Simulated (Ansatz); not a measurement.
# G0W0 on several functionals: Na3MoO4Cl (P4/nmm)

Aim: G0W0 for Na3MoO4Cl (P4/nmm) on several starting functionals, at one mesh, band count and screening cutoff.

Program: Ansatz 0.2.0. Level of theory: G0W0 on several functionals, plane waves, PAW. Results are calculated unless marked as measured.

### Step 1. Starting point

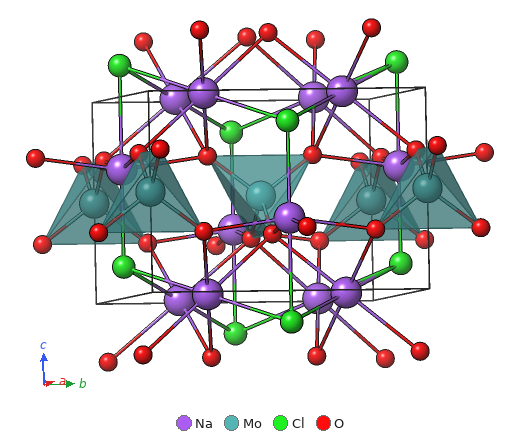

Start, viewed slightly off an axis; sodium purple, molybdenum teal, chlorine green, oxygen red. Some periodic images of atoms are drawn too.

Geometry: measured cell, ions relaxed with PBE. The runs that relaxed it are not among those shown.

### Step 2. G0W0 on PBE

G0W0 replaces the xc potential by the self-energy, built once from these orbitals. Only a window of levels is corrected, while the sums run over the empty bands that the input names. This step takes PAW set soft_1 files.

This step: G0W0 on PBE, plane waves, PAW; PAW set soft_1.

input.yaml reads:

```yaml
crystal:
  lattice:
    - [7.4942, 0.0, 0.0]
    - [0.0, 7.4942, 0.0]
    - [0.0, 0.0, 5.3409]
  atoms:
    - { symbol: Na, position: [0.75, 0.75, 0.0] }
    - { symbol: Na, position: [0.75, 0.25, 0.0] }
    - { symbol: Na, position: [0.25, 0.25, 0.0] }
    - { symbol: Na, position: [0.25, 0.75, 0.0] }
    - { symbol: Na, position: [0.5, 0.0, 0.6389095619] }
    - { symbol: Na, position: [0.0, 0.5, 0.3610904381] }
    - { symbol: Mo, position: [0.0, 0.0, 0.5] }
    - { symbol: Mo, position: [0.5, 0.5, 0.5] }
    - { symbol: Cl, position: [0.5, 0.0, 0.155433647] }
    - { symbol: Cl, position: [0.0, 0.5, 0.844566353] }
    - { symbol: O, position: [0.810272275, 0.0, 0.7004856242] }
    - { symbol: O, position: [0.5, 0.310272275, 0.7004856242] }
    - { symbol: O, position: [0.189727725, 0.0, 0.7004856242] }
    - { symbol: O, position: [0.5, 0.689727725, 0.7004856242] }
    - { symbol: O, position: [0.310272275, 0.5, 0.2995143758] }
    - { symbol: O, position: [0.0, 0.189727725, 0.2995143758] }
    - { symbol: O, position: [0.689727725, 0.5, 0.2995143758] }
    - { symbol: O, position: [0.0, 0.810272275, 0.2995143758] }
kpoints:
  mp_grid: { grid: [2, 2, 4] }
hamiltonian:
  xc: pbe
  pseudopotentials: { kind: paw, azcp: { folder: soft_1 } }
scf:
  occupations: { method: fixed }
gw:
  n_empty_bands: 1009
  ecut_chi: 130.0
  qp_bands: [v4, c4]
  qp_kpoints: band_edges
  screening: { model: contour_deformation }
```

Run with:

```bash
$ ansatz run input.yaml --threads 2 --pin off --max-ram 92160MiB --backend cuda --events-out ev --progress --plain --runs-dir out --devices 1 --max-vram 13GiB
```

Numbers of over 12 decimals in the logs are rounded to 6 here.

The program printed:

```text
GPUs: using 1 of 1 available (devices: 1).
Engine: ansatz 0.2.0, x86_64-unknown-linux-gnu
Pseudopotentials: kind: paw
Pseudopotential: Na, paw, valence charge 9, recommended cutoff 420 eV (normal), soft_1/Na.paw.azcp
Pseudopotential: Mo, paw, valence charge 14, recommended cutoff 420 eV (normal), soft_1/Mo.paw.azcp
Pseudopotential: Cl, paw, valence charge 7, recommended cutoff 420 eV (normal), soft_1/Cl.paw.azcp
Pseudopotential: O, paw, valence charge 6, recommended cutoff 420 eV (normal), soft_1/O.paw.azcp
Functional definition: PBE
  parameter kappa = 0.804
  parameter beta = 0.066725
  exchange = pbe_x(kappa = kappa, mu = beta*pi^2/3)
  correlation = pbe_c(beta = beta)
device memory: the entry about to start is reckoned to put 3.3 GiB on a device that reports 38.7 GiB free (of which the cap on the GPU budget leaves the run 13.0 GiB)
GPU FFT provider: cuFFT
GPU libraries: cuBLAS 13.8.2, cuFFT 12.4.0, cuSOLVER 12.3.4
Crystal: 18 atoms, lattice volume = 299.961 Å³
Basis set: ecut = 420 eV, 5889 PW (Γ)
Bands: 90, of which v1, the nominal top of the filled ones, is band 72 counted from 1 (71 counted from 0)
Symmetry: 16 space group operations
Space group: P4/nmm (ITA 129), of the structure as read, at distance tolerance 6.7e-5 Å
k-points: 9 of 16
Non-local potential: Na, projectors of the file, l = 0: 3, l = 1: 2, l = 2: 1
Non-local potential: Mo, projectors of the file, l = 0: 3, l = 1: 2, l = 2: 2, l = 3: 1
Non-local potential: Cl, projectors of the file, l = 0: 2, l = 1: 2, l = 2: 1
Non-local potential: O, projectors of the file, l = 0: 2, l = 1: 2, l = 2: 1
PAW form: soft (Blöchl's): semilocal exchange-correlation on the pseudo side does not see the compensation charge
PAW one-centre angular grid: Na, 110 points (default); XC on 64 Gauss nodes
PAW one-centre angular grid: Mo, 590 points (default); XC on 64 Gauss nodes
PAW one-centre angular grid: Cl, 110 points (default); XC on 64 Gauss nodes
PAW one-centre angular grid: O, 110 points (default); XC on 64 Gauss nodes
Initial density: superposition of atomic densities (chi_scale 0.1, normalization cell, long waves kept (reshape's long-wave potential 0.04 eV rms))
Initial wavefunctions: pseudopotential atomic-orbital guess
GPU buffer pool allocated for 104976 grid points (all kernels)
GPU transforms: local potential and band sums: pruned to the plane-wave sphere, on 54×54×36
Functional: x = pbe(κ = 0.804, μ = 0.219515), c = pbe(β = 0.066725)
SCF iter   1: F=—  HF=-25559.554754 eV  |F-HF|=—  |Δ(HF+E_count)|=         —  Δρ=1.02e-1  dr2=4.77e1  ethr=3.10e-3  ⟨swp⟩=5.0  Hψ=2464  notcnv=0  defer=123
preconditioner: auto → Resta (q_TF=auto, 2.414 Å⁻¹)  ε∞=3.4  [insulator: Δε(μ)=4.501 eV  Ē_g=12.448 eV  n_scr=68 (ndim 8)  ℏωp=19.2 eV  f_vac=0.000  ε∞_Penn≈3.4]
SCF iter   2: F=—  HF=-25548.293189 eV  |F-HF|=—  |Δ(HF+E_count)|=    1.13e1  Δρ=5.83e-2  dr2=8.55e0  ethr=3.10e-3  ⟨swp⟩=3.0  Hψ=1659  notcnv=0  defer=128
SCF iter   3: F=—  HF=-25546.643045 eV  |F-HF|=—  |Δ(HF+E_count)|=    1.65e0  Δρ=2.32e-2  dr2=2.66e0  ethr=3.10e-3  ⟨swp⟩=2.0  Hψ=1322  notcnv=0  defer=124
SCF iter   4: F=—  HF=-25546.144802 eV  |F-HF|=—  |Δ(HF+E_count)|=   4.98e-1  Δρ=1.08e-2  dr2=5.58e-1  ethr=1.85e-3  ⟨swp⟩=2.0  Hψ=980  notcnv=0  defer=138
SCF iter   5: F=—  HF=-25546.000646 eV  |F-HF|=—  |Δ(HF+E_count)|=   1.44e-1  Δρ=2.55e-3  dr2=4.13e-2  ethr=3.87e-4  ⟨swp⟩=2.0  Hψ=1329  notcnv=0  defer=142
SCF iter   6: F=—  HF=-25546.002631 eV  |F-HF|=—  |Δ(HF+E_count)|=   1.98e-3  Δρ=7.48e-4  dr2=2.59e-3  ethr=2.87e-5  ⟨swp⟩=2.3  Hψ=1192  notcnv=0  defer=144
SCF iter   7: F=—  HF=-25546.003081 eV  |F-HF|=—  |Δ(HF+E_count)|=   4.50e-4  Δρ=1.19e-4  dr2=5.33e-5  ethr=1.80e-6  ⟨swp⟩=2.0  Hψ=1226  notcnv=0  defer=141
SCF iter   8: F=—  HF=-25546.003181 eV  |F-HF|=—  |Δ(HF+E_count)|=   1.00e-4  Δρ=4.87e-5  dr2=1.29e-5  ethr=3.70e-8  ⟨swp⟩=2.0  Hψ=1031  notcnv=0  defer=126
SCF iter   9: F=—  HF=-25546.003183 eV  |F-HF|=—  |Δ(HF+E_count)|=   1.74e-6  Δρ=9.14e-6  dr2=3.95e-7  ethr=8.99e-9  ⟨swp⟩=2.0  Hψ=995  notcnv=0  defer=126
SCF iter  10: F=-25546.003183 eV  HF=-25546.003183 eV  |F-HF|=1.67e-8  |Δ(HF+E_count)|=   2.27e-7  Δρ=2.37e-6  dr2=2.65e-8  ethr=6.94e-11  ⟨swp⟩=11.6  Hψ=3308  notcnv=0
SCF 1 converged in 10 iterations: F = -25546.003183 eV  dr2 = 2.65e-8
  greatest PAW one-centre occupation: 0.999 electrons in one spin orbital (limit 2), on the Na atom at site 5 (counted from 0), in its partial waves of l = 0
device memory: the entry about to start is reckoned to put 4.0 GiB (of the 4.1 GiB reckoned in all, the device holds 0.1 GiB already) on a device that reports 38.6 GiB free (of which the cap on the GPU budget leaves the run 12.9 GiB)
NSCF: frozen V_eff on 9 k-points
the band table was solved once the SCF had ended and its energy, with any forces and stress, was formed, with the checks that follow a solve (3039 applications of the Hamiltonian). They found nothing against the state; the energy, forces and stress were not computed again (output.eigenvalues in the input reference)
device memory: the entry about to start is reckoned to put 6.8 GiB on a device that reports 38.7 GiB free (of which the cap on the GPU budget leaves the run 13.0 GiB)
NSCF: frozen V_eff on 9 k-points
G₀W₀ screening: q 1/9
[... further progress lines ...]
SCF converged after 10 iterations
Free energy (F): -25546.003183 eV
Harris-Foulkes:  -25546.003183 eV  (|F-HF|=1.67e-8)
Internal energy: -25546.003183 eV  (E = F + TS)
E sigma→0 (E₀):  -25546.003183 eV
Fermi energy:    2.404055 eV
--- Per-component energies (eV) ---
  E_band       = -2012.166045
  E_kinetic    = 3175.435092
  E_local      = -15695.049124  (includes V_loc(G=0)·N_el)
  E_nonlocal   = 2440.894375
  E_hartree    = 5506.446991
  E_xc         = -1364.123934
  E_vxc        = -1689.890328  (∫ρ·V_xc dr)
  E_paw        = -10797.907909  (= ΣΔE_a)
  E_vpaw       = -1256.463220  (= ΣTr[D̂ρ^β])
  E_aug_tail   = 0.006583  (compensation charges beyond the density's cutoff)
  E_ewald      = -8811.705256
  E_smearing   = -0.000000  (= −TS)
  E_closure    = 0.000000  (closes the sum)
  Σ components = -25546.003183   (vs F -25546.003183, Δ=0.00e0)
--- Band table (eV; the first three rows and the last of 9) ---
  k-point 0: bands = [... 68 lower, 2.1110, 2.2570, 2.2570, 2.3808, 6.7178, 6.7808, 7.0833, 7.2312, ... 14 higher]
  k-point 1: bands = [... 68 lower, 2.2293, 2.3278, 2.3278, 2.3707, 6.8097, 7.0058, 7.2361, 7.2440, ... 14 higher]
  k-point 2: bands = [... 68 lower, 2.3239, 2.3605, 2.4012, 2.4012, 6.9022, 7.1384, 7.2568, 7.3678, ... 14 higher]
  k-point 8: bands = [... 68 lower, 2.1884, 2.1884, 2.4041, 2.4041, 7.0366, 7.0366, 7.3338, 7.3338, ... 14 higher]
--- G₀W₀: contour deformation, 6 samples at zero and on the imaginary axis and 0 off it, 16 q-points, 1009 empty bands' worth ---
  eigenvalues of the whole cell's RPA ε∞ on this k-mesh (on a slab, of 1 + 4πα/V) = 2.5179, 2.5179, 2.5295; static W/v taken at q = 0 is 0.396807
  bands read: the sum over 1081 bands ends inside a degenerate multiplet in 6 slots, whose members it reads at an even weight; the widest, k=3: bands 1081 to 1082 (counted from 1) at 1/2 each
  gw.qp_kpoints: band_edges: 9 of 9 stored k-points solved, in 1 pass; an edge of the gap read off the rows below is read off those points alone
    ik  band        ε_KS         Σx   Σc(E_QP)       V_xc       Z   E_QP_lin       E_QP  E_QP is
     0    69      2.1110   -24.8344     4.1685   -19.4937  0.7466     0.9165     0.9389  root
     0    70      2.2570   -24.8274     4.0447   -19.6013  0.7499     1.0538     1.0756  root
     0    71      2.2570   -24.8274     4.0447   -19.6013  0.7499     1.0538     1.0756  root
     0    72      2.3808   -25.2231     4.0476   -20.0718  0.7476     1.2589     1.2773  root
     0    73      6.7178   -15.2573    -3.8725   -20.9374  0.7932     8.5587     8.5254  root
     0    74      6.7808   -13.1948    -3.7010   -18.4938  0.8066     8.4028     8.3788  root
     0    75      7.0833   -15.1755    -3.8380   -20.8133  0.7926     8.9171     8.8831  root
     0    76      7.2312   -16.7546    -3.8183   -22.5232  0.7794     9.2250     9.1815  root
     1    69      2.2293   -24.4740     3.9031   -19.3252  0.7545     0.9597     0.9836  root
     1    70      2.3278   -25.1196     4.1053   -19.8733  0.7480     1.1666     1.1868  root
     1    71      2.3278   -25.1196     4.1053   -19.8733  0.7480     1.1666     1.1868  root
     1    72      2.3707   -25.2251     4.0513   -20.0668  0.7477     1.2452     1.2638  root
     1    73      6.8097   -15.5983    -3.8766   -21.3129  0.7902     8.6830     8.6477  root
     1    74      7.0058   -15.4136    -3.7964   -21.0302  0.7921     8.8600     8.8260  root
     1    75      7.2361   -16.0637    -3.8272   -21.7790  0.7859     9.1631     9.1241  root
     1    76      7.2440   -16.7771    -3.8238   -22.5553  0.7790     9.2424     9.1984  root
     2    69      2.3239   -24.3216     3.7593   -19.2810  0.7588     1.0181     1.0425  root
     2    70      2.3605   -25.2276     4.0549   -20.0625  0.7478     1.2316     1.2503  root
     2    71      2.4012   -25.2311     4.0913   -20.0075  0.7483     1.2494     1.2690  root
     2    72      2.4012   -25.2311     4.0913   -20.0075  0.7483     1.2494     1.2690  root
     2    73      6.9022   -15.9472    -3.8862   -21.7038  0.7872     8.8102     8.7726  root
     2    74      7.1384   -16.1020    -3.8133   -21.7993  0.7873     9.0601     9.0224  root
     2    75      7.2568   -16.7995    -3.8293   -22.5874  0.7786     9.2597     9.2154  root
     2    76      7.3678   -16.7655    -3.8111   -22.5356  0.7804     9.3702     9.3267  root
[...]
8    69      2.1884   -24.5916     3.9274   -19.4508  0.7526     0.9523     0.9750  root
     8    70      2.1884   -24.5916     3.9274   -19.4508  0.7526     0.9523     0.9750  root
     8    71      2.4041   -25.3248     4.1232   -20.0928  0.7470     1.2765     1.2953  root
     8    72      2.4041   -25.3248     4.1232   -20.0928  0.7470     1.2765     1.2953  root
     8    73      7.0366   -16.1502    -3.8651   -21.9057  0.7851     8.9662     8.9270  root
     8    74      7.0366   -16.1502    -3.8651   -21.9057  0.7851     8.9662     8.9270  root
     8    75      7.3338   -16.7485    -3.8024   -22.5021  0.7810     9.3278     9.2850  root
     8    76      7.3338   -16.7485    -3.8024   -22.5021  0.7810     9.3278     9.2850  root
```

Wall time 54 s (1 × NVIDIA H100 80GB HBM3 (shared by 6 runs) with 2 threads of AMD EPYC 7R13 (Zen 3), shared host); peak memory 3.2 GiB.

Numbers from this step:

* bands summed: 1081
* RPA ε∞ on this mesh (eigenvalues): 2.518, 2.518, 2.529
* plane waves in the screening matrix: 1001
* q-points in the mesh: 16
* G0W0 gap on the mesh: 7.084 eV
* k of the valence top: -0.5, -0.5, -0.5
* k of the conduction bottom: 0, 0, 0
* starting gap on the mesh: 4.314 eV
* Z at the valence top: 0.7470
* Z at the conduction bottom: 0.8066
* least direct G0W0 gap on the computed points: 7.102 eV

The gap on the mesh goes from 4.31 eV to 7.08 eV, a correction of +2.77 eV, though a band edge has moved to another state.

[end of part 1 of 2]

[Paths, hosts, dates, memory and timing lines, banners, echoed tables and standing remarks are left out of the program output.]

[Logs are printed without paths, hosts, clocks, repeated set-up lines and the standing remarks that a program may print on its own settings, such as how far it seeks lower states.]

[Runs of the session that timed out or met a known fault of the program may be left out.]

[Cells called generated may have been cut or substituted from an entry of the Crystallography Open Database or the Materials Project.]

[Hosts, paths, dates, database ids (printed as entryN), source tags and the programs' standing remarks are cut or masked in the printed files.]
